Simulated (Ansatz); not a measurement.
```yaml
atoms:
  - { symbol: Ge, position_ang: [-0.6372, -1.0469, -2.2941] }
  - { symbol: I, position_ang: [-1.3694, -1.8828, 0.0553] }
  - { symbol: N, position_ang: [-0.2320, -2.6446, -3.0566] }
  - { symbol: Si, position_ang: [0.1618, -3.9546, -3.8609] }
```

Geometry: PBE0-D3(BJ)/def2-SVP; core potentials replace the inner electrons of I.

The calculation used Ansatz 0.2.0, isolated molecule in a Gaussian basis; Kohn-Sham density functional theory, functional PBE0.

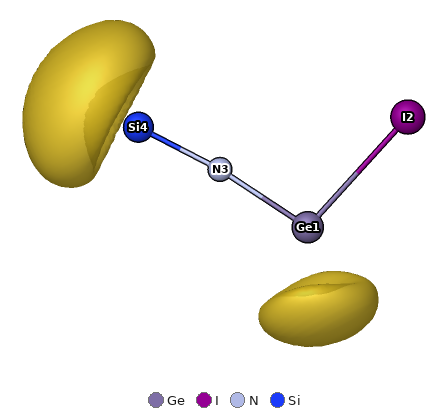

GeINSi. Isosurface of the ELF at 0.9 (yellow), seen across its widest extent. Only the valence region is drawn (cores and ρ < 0.01 e/Å³ removed).

> Identify the bonds, lone pairs and shells in this picture.

The surface consists of one lobe on Ge, pointing away from the bonds (lone pairs) and one lobe on Si, pointing away from the bonds (lone pairs). Along the contacts the grid gives the following. Si–N (1.59 Å): the ELF peaks at about 0.85 between the atoms (a short, strongly polar bond). Ge–N (1.82 Å): the ELF peaks at about 0.85 in the valence shell of N, 0.6 Å from its nucleus, and is about 0.40 at the midpoint.
